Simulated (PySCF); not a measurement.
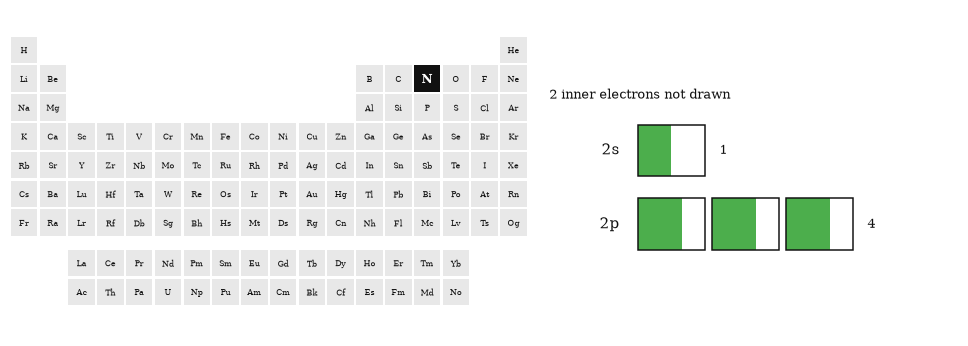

*Left, the place of nitrogen in the periodic table; right, the outer shells of the nominal configuration: a box for each of the 2l + 1 orbitals, shaded by the share of the shell that is filled, with the electron count at the right.*

# Run report: N, atomic calculation

N, configuration 1s2 2s1 2p4, multiplicity 4. Computed at this level: unrestricted B97-3, dyall-acv3z, non-relativistic, point nucleus (PySCF).

## Results in brief

| quantity | value |
| --- | --- |
| outcome | converged |
| total energy | −54.184862 hartree |
| kinetic energy | 54.043868 hartree |
| ⟨S²⟩ | 3.766 |
| ⟨L²⟩ | 2.01 |
| SCF iterations | 6 |
| hardware | 1 CPU thread, shared host |

## Remarks

The driver held the occupations shell by shell, and empty s levels lie below the filled 2p. This is not the ground configuration of the species.

## Input
```python
from pyscf import gto, scf, dft, mp, cc
import basis_set_exchange as bse
mol = gto.M(atom="N 0 0 0", charge=0, spin=3, symmetry="D2h",
            basis=gto.basis.parse(bse.get_basis("dyall-acv3z", elements=["N"], fmt="nwchem")))
mf = dft.UKS(mol, xc="HYB_GGA_XC_B97_3")
mf.irrep_nelec = {'Ag': (2, 1), 'B1u': (1, 0), 'B2u': (1, 1), 'B3u': (1, 0)}
mf.kernel()
```

The script is an equivalent of what the driver set up; the driver started from orbitals of its own, so the log can be shorter than this script's would be, and it computed the properties (radii, ⟨L²⟩, response) afterwards. It held the occupations shell by shell, which the script's counts by irreducible representation don't always enforce.

## Output (extracts)
```
damping factor = 0
level_shift factor = 0
DIIS = <class 'pyscf.scf.diis.CDIIS'>
diis_start_cycle = 1
diis_space = 10
diis_damp = 0
SCF conv_tol = 1e-09
SCF conv_tol_grad = None
number electrons alpha = 5  beta = 2
XC functionals = HYB_GGA_XC_B97_3
    T. W. Keal and D. J. Tozer.,  J. Chem. Phys. 123, 121103 (2005)
cycle= 1 E= -54.1842492513087  delta_E= -0.00656  |g|= 0.0258  |ddm|= 0.0714
cycle= 2 E= -54.1847403679973  delta_E= -0.000491  |g|= 0.0125  |ddm|= 0.0237
cycle= 3 E= -54.1848395761764  delta_E= -9.92e-05  |g|= 0.0051  |ddm|= 0.00853
cycle= 4 E= -54.1848615428829  delta_E= -2.2e-05  |g|= 0.000274  |ddm|= 0.00571
cycle= 5 E= -54.1848616221563  delta_E= -7.93e-08  |g|= 2.8e-05  |ddm|= 0.000364
cycle= 6 E= -54.1848616226268  delta_E= -4.71e-10  |g|= 3.62e-06  |ddm|= 2.76e-05
converged SCF energy = -54.1848616226268  <S^2> = 3.7656588  2S+1 = 4.0078217
```

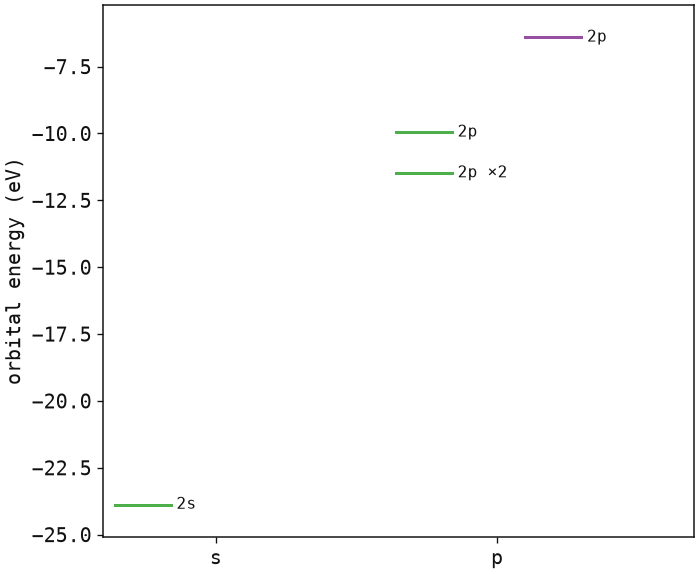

*Orbital energies of the mean field, from the top down to −23.9 eV, by angular momentum, α spin at the left of each column and β at the right; ×n counts the orbitals under one label. Empty levels that the record names by l alone aren't drawn.*

The highest filled orbital is 2p β at −6.41 eV, the lowest empty one s β at −12.3 eV.
